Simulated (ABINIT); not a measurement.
**WS2 (Tungstenite): G0W0 with ABINIT, start to end**

Aim: the G0W0 gap of WS2 (Tungstenite) on LDA, step by step.

Calculated with ABINIT 10.8.3; LDA and many-body steps on it, plane waves.

### 1. Starting point

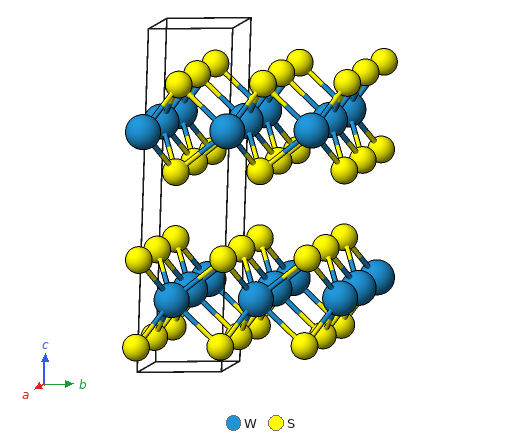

The cell as given, slightly off an axis (tungsten blue, sulfur yellow). 3×3×1 cells are drawn.

The cell and positions come from the Crystallography Open Database and are kept as given unless a step says otherwise. Spin-orbit coupling is left out unless a step names it.

### 2. Ground state

This step: ABINIT 10.8.3; DFT, LDA, plane waves, norm-conserving pseudopotentials.

The ground-state density comes first.

The input, run.abi:

```
acell 3*1.0 Angstrom
rprim 
  3.153199999992 0.000000000002 0.000000000000
  -1.576599999998 2.730751303206 0.000000000000
  0.000000000000 0.000000000000 12.323000000000
ntypat 2
znucl 74 16
natom 6
typat 1 1 2 2 2 2
xred 
  0.333333333333 0.666666666667 0.250000000000
  0.666666666667 0.333333333333 0.750000000000
  0.333333333333 0.666666666667 0.622500000000
  0.666666666667 0.333333333333 0.122500000000
  0.333333333333 0.666666666667 0.877500000000
  0.666666666667 0.333333333333 0.377500000000
pp_dirpath "pseudos"
pseudos "W.upf, S.upf"
ecut 29
ngkpt 6 6 2
nshiftk 1
shiftk 0 0 0
kptopt 1
chksymbreak 0
nband 33
occopt 1
tolvrs 1e-10
nstep 60
prtwf 0
indata_prefix "in"
outdata_prefix "out"
tmpdata_prefix "tmp"
```

Run with:

```sh
> OMP_NUM_THREADS=1 mpirun -n 4 abinit run.abi > log
```

Numbers of over 12 decimals in the logs are rounded to 6 here.

The log of the run:

```text
.Version 10.8.3 of ABINIT. v10.8.2 released Aug 2026.

 Symmetries : space group P6_3/m m c (#194); Bravais hP (primitive hexag.)
================================================================================
 Values of the parameters that define the memory need of the present run
     intxc =       0    ionmov =       0      iscf =       7    lmnmax =       8
     lnmax =       8     mgfft =     120  mpssoang =       4    mqgrid =    5646
     natom =       6  nloc_mem =       1    nspden =       1   nspinor =       1
    nsppol =       1      nsym =      24    n1xccc =    2501    ntypat =       2
    occopt =       1   xclevel =       1
-    mband =          33        mffmem =           1         mkmem =           4
       mpw =        5373          nfft =      108000          nkpt =          14
================================================================================
  Rough estimation (10% accuracy) of disk space for files :
================================================================================

--------------------------------------------------------------------------------
------------- Echo of variables that govern the present computation ------------
--------------------------------------------------------------------------------
 -outvars: echo values of preprocessed input variables --------
            acell      1.8897261259E+00  1.8897261259E+00  1.8897261259E+00 Bohr

      chksymbreak           0
             ecut      2.90000000E+01 Hartree
-          fftalg         312

              ixc       -1012
              kpt      0.00000000E+00  0.00000000E+00  0.00000000E+00
                       1.66666667E-01  0.00000000E+00  0.00000000E+00
                       3.33333333E-01  0.00000000E+00  0.00000000E+00
                       5.00000000E-01  0.00000000E+00  0.00000000E+00
                       1.66666667E-01  1.66666667E-01  0.00000000E+00
                       3.33333333E-01  1.66666667E-01  0.00000000E+00
                       3.33333333E-01  3.33333333E-01  0.00000000E+00
                       0.00000000E+00  0.00000000E+00  5.00000000E-01
                       1.66666667E-01  0.00000000E+00  5.00000000E-01
                       3.33333333E-01  0.00000000E+00  5.00000000E-01
                       5.00000000E-01  0.00000000E+00  5.00000000E-01
[...]
kptrlatt        6    0    0      0    6    0      0    0    2
          kptrlen      3.57521065E+01
P           mkmem           4
            natom           6
            nband          33
            ngfft          30      30     120
             nkpt          14
            nstep          60
             nsym          24
           ntypat           2
              occ      2.000000  2.000000  2.000000  2.000000  2.000000  2.000000
                       2.000000  2.000000  2.000000  2.000000  2.000000  2.000000
                       2.000000  2.000000  2.000000  2.000000  2.000000  2.000000
                       2.000000  2.000000  2.000000  2.000000  2.000000  2.000000
                       2.000000  2.000000  0.000000  0.000000  0.000000  0.000000
[...]
prtwf           0
            rprim      3.1532000000E+00  2.0000000000E-12  0.0000000000E+00
[...]
spgroup         194

           tolvrs      1.00000000E-10

             xred      3.3333333333E-01  6.6666666667E-01  2.5000000000E-01
[...]
znucl       74.00000   16.00000

================================================================================

 chkinp: Checking input parameters for consistency.

================================================================================
== DATASET  1 ==================================================================
-   mpi_nproc: 4, omp_nthreads: 1 (-1 if OMP is not activated)

--- !DatasetInfo
iteration_state: {dtset: 1, }
dimensions: {natom: 6, nkpt: 14, mband: 33, nsppol: 1, nspinor: 1, nspden: 1, mpw: 5373, }
cutoff_energies: {ecut:  29.0, pawecutdg:  -1.0, }
electrons: {nelect:   5.20000000E+01, charge:   0.00000000E+00, occopt:   1.00000000E+00, tsmear:   1.00000000E-02, }

 Real(R)+Recip(G) space primitive vectors, cartesian coordinates (Bohr,Bohr^-1):
 R(1)=  5.9586844  0.0000000  0.0000000  G(1)=  0.1678223  0.0968922  0.0000000
 R(2)= -2.9793422  5.1603721  0.0000000  G(2)=  0.0000000  0.1937845  0.0000000
 R(3)=  0.0000000  0.0000000 23.2870950  G(3)=  0.0000000  0.0000000  0.0429422
 Unit cell volume ucvol=  7.1605555E+02 bohr^3
 Angles (23,13,12)=  9.00000000E+01  9.00000000E+01  1.20000000E+02 degrees

 getcut: wavevector=  0.0000  0.0000  0.0000  ngfft=  30  30 120
         ecut(hartree)=     29.000   => boxcut(ratio)=   2.07840

--- Pseudopotential description ------------------------------------------------
- W Generated using ONCVPSP code by D. R. Hamann
- 74.00000  14.00000  180309                  znucl, zion, pspdat
12 -1012 3 -1 1380                            pspcod,pspxc,lmax,lloc,mmax
     nproj     2     2     2     2
  pspatm : epsatm=   11.27607432
         --- l  ekb(1:nproj) -->
[...]
pspatm: atomic psp has been read  and splines computed

- S Generated using ONCVPSP code by D. R. Hamann
- 16.00000   6.00000  180309                  znucl, zion, pspdat
[...]
ETOT  7  -196.28504494254    -1.022E-07 9.011E-04 1.242E-05
 ETOT  8  -196.28504494455    -2.010E-09 7.640E-04 1.030E-07
 ETOT  9  -196.28504494460    -5.096E-11 3.944E-04 4.821E-08
 ETOT 10  -196.28504494461    -7.702E-12 2.762E-04 1.513E-09
 ETOT 11  -196.28504494461    -3.695E-13 1.349E-04 4.111E-11

 At SCF step   11       vres2   =  4.11E-11 < tolvrs=  1.00E-10 =>converged.

 Cartesian components of stress tensor (hartree/bohr^3)
  sigma(1 1)=  1.49111571E-04  sigma(3 2)=  0.00000000E+00
  sigma(2 2)=  1.49111571E-04  sigma(3 1)=  0.00000000E+00
  sigma(3 3)=  1.52995643E-04  sigma(2 1)=  0.00000000E+00

--- !ResultsGS
iteration_state: {dtset: 1, }
comment   : Summary of ground state results
lattice_vectors:
- [  5.9586844,   0.0000000,   0.0000000, ]
- [ -2.9793422,   5.1603721,   0.0000000, ]
- [  0.0000000,   0.0000000,  23.2870950, ]
lattice_lengths: [   5.95868,    5.95868,   23.28710, ]
lattice_angles: [ 90.000,  90.000, 120.000, ] # degrees, (23, 13, 12)
lattice_volume:   7.1605555E+02
convergence: {deltae: -3.695E-13, res2:  4.111E-11, residm:  1.349E-04, diffor: null, }
etotal    :  -1.96285045E+02
entropy   :   0.00000000E+00
fermie    :   3.42603166E-01
cartesian_stress_tensor: # hartree/bohr^3
- [  1.49111571E-04,   0.00000000E+00,   0.00000000E+00, ]
- [  0.00000000E+00,   1.49111571E-04,   0.00000000E+00, ]
- [  0.00000000E+00,   0.00000000E+00,   1.52995643E-04, ]
pressure_GPa:  -4.4251E+00
xred      :
- [  3.3333E-01,   6.6667E-01,   2.5000E-01,  W]
- [  6.6667E-01,   3.3333E-01,   7.5000E-01,  W]
- [  3.3333E-01,   6.6667E-01,   6.2250E-01,  S]
- [  6.6667E-01,   3.3333E-01,   1.2250E-01,  S]
- [  3.3333E-01,   6.6667E-01,   8.7750E-01,  S]
- [  6.6667E-01,   3.3333E-01,   3.7750E-01,  S]
cartesian_forces: # hartree/bohr
- [ -4.70714436E-30,  -4.34827370E-30,  -2.89120579E-19, ]
- [  3.76571549E-30,   5.43534212E-31,  -2.89120579E-19, ]
- [ -1.88285774E-30,   5.43534212E-31,   7.44270328E-03, ]
- [ -4.70714436E-31,  -2.71767106E-31,   7.44270328E-03, ]
- [  9.41428871E-31,   5.43534212E-31,  -7.44270328E-03, ]
- [  2.35357218E-30,   2.98943817E-30,  -7.44270328E-03, ]
force_length_stats: {min:   2.89120579E-19, max:   7.44270328E-03, mean:   4.96180219E-03, }

 Integrated electronic density in atomic spheres:
 ------------------------------------------------
 Atom  Sphere_radius  Integrated_density
[...]
================================================================================

 ----iterations are completed or convergence reached----

 Mean square residual over all n,k,spin=   93.867E-08; max=  13.489E-05
 reduced coordinates (array xred) for    6 atoms
[...]
0.666666666667      0.333333333333      0.750000000000
       0.333333333333      0.666666666667      0.622500000000
       0.666666666667      0.333333333333      0.122500000000
       0.333333333333      0.666666666667      0.877500000000
       0.666666666667      0.333333333333      0.377500000000
 rms dE/dt=  8.1703E-02; max dE/dt=  1.7332E-01; dE/dt below (all hartree)
    1       0.000000000000      0.000000000000      0.000000000000
    2      -0.000000000000      0.000000000000     -0.000000000000
    3       0.000000000000      0.000000000000     -0.173318938691
    4       0.000000000000      0.000000000000     -0.173318938691
    5       0.000000000000      0.000000000000      0.173318938691
    6      -0.000000000000      0.000000000000      0.173318938691

 cartesian coordinates (angstrom) at end:
    1     -1.33e-12     1.820501     3.080750
    2      1.576600     0.910250     9.242250
    3     -1.33e-12     1.820501     7.671068
    4      1.576600     0.910250     1.509567
[...]
cartesian forces (hartree/bohr) at end:
[...]
frms,max,avg= 3.5085240E-03 7.4427033E-03   0.000E+00  0.000E+00  0.000E+00 h/b

 cartesian forces (eV/Angstrom) at end:
[...]
2      0.000000     0.000000    -0.000000
    3     -0.000000     0.000000     0.382719
    4     -0.000000    -0.000000     0.382719
    5      0.000000     0.000000    -0.382719
    6      0.000000     0.000000    -0.382719
 frms,max,avg= 1.8041556E-01 3.8271919E-01   0.000E+00  0.000E+00  0.000E+00 e/A
 length scales=  1.889726125908  1.889726125908  1.889726125908 bohr
              =  1.000000000000  1.000000000000  1.000000000000 angstroms
 prteigrs : about to open file out_EIG
 Fermi (or HOMO) energy (hartree) =   0.34260   Average Vxc (hartree)=  -0.42264
 Eigenvalues (hartree) for nkpt=  14  k points:
 kpt#   1, nband= 33, wtk=  0.01389, kpt=  0.0000  0.0000  0.0000 (reduced coord)
  -2.39859   -2.39859   -1.08515   -1.08515   -1.07791   -1.07791   -1.07790   -1.07790
  -0.22980   -0.22105   -0.17277   -0.15605    0.06125    0.10127    0.19981    0.21492
   0.21492    0.21542    0.21542    0.26047    0.26047    0.26244    0.26244    0.28890
   0.29574    0.34260    0.42693    0.42706    0.42731    0.42778    0.42943    0.43139
   0.43643
 prteigrs : prtvol=0 or 1, do not print more k-points.

--- !EnergyTerms
iteration_state     : {dtset: 1, }
comment             : Components of total free energy in Hartree
kinetic             :  5.62906969129585E+01
hartree             :  5.12847839726938E+01
xc                  : -4.57024051665024E+01
Ewald energy        : -1.20345391836037E+02
psp_core            :  4.14936737777677E+00
local_psp           : -1.73501124928878E+02
non_local_psp       :  3.15390287233830E+01
total_energy        : -1.96285044944606E+02
total_energy_eV     : -5.34118817229741E+03
band_energy         : -1.82575687530673E+01

 Cartesian components of stress tensor (hartree/bohr^3)
  sigma(1 1)=  1.49111571E-04  sigma(3 2)=  0.00000000E+00
  sigma(2 2)=  1.49111571E-04  sigma(3 1)=  0.00000000E+00
  sigma(3 3)=  1.52995643E-04  sigma(2 1)=  0.00000000E+00

-Cartesian components of stress tensor (GPa)         [Pressure= -4.4251E+00 GPa]
- sigma(1 1)=  4.38701389E+00  sigma(3 2)=  0.00000000E+00
- sigma(2 2)=  4.38701389E+00  sigma(3 1)=  0.00000000E+00
- sigma(3 3)=  4.50128722E+00  sigma(2 1)=  0.00000000E+00

== END DATASET(S) ==============================================================
================================================================================

 -outvars: echo values of variables after computation  --------
           etotal     -1.9628504494E+02
            nband          33
             nkpt          14
          spgroup         194
 [... the other variables as echoed above ...]

 Calculation completed.
```

Wall time 29 s (4 MPI ranks of Arm Neoverse V2, shared host); peak memory 0.36 GiB.

This step gave:

- total energy: -5341.1882 eV
- gap: 0.9078 eV
- k of the valence top: 0, 0, 0
- k of the conduction bottom: 0.1667, 0.1667, 0
- least direct gap: 1.813 eV
- pressure: -4.425 GPa

The gap is indirect, with the least direct gap 0.91 eV higher.

The cutoff was set for levels, not for stress, so the pressure can be off by some GPa.

[end of part 1 of 3]

[Paths, hosts, dates, memory and timing lines, banners, echoed tables and standing remarks are left out of the program output.]

[Logs are printed without paths, hosts, clocks, repeated set-up lines and the standing remarks that a program may print on its own settings, such as how far it seeks lower states.]

[Runs of the session that timed out or met a known fault of the program may be left out.]

[Hosts, paths, dates, database ids (printed as entryN), source tags and the programs' standing remarks are cut or masked in the printed files.]

[G0W0 gaps are taken among the corrected bands and points alone; a level outside them can change the order at an edge.]

[Where Ansatz stands beside ABINIT at settings called matched, ABINIT's density can come from a denser mesh and the files from another edition; pairs whose starting gaps differed by over 0.03 eV were left out, so agreement reads better than it is.]
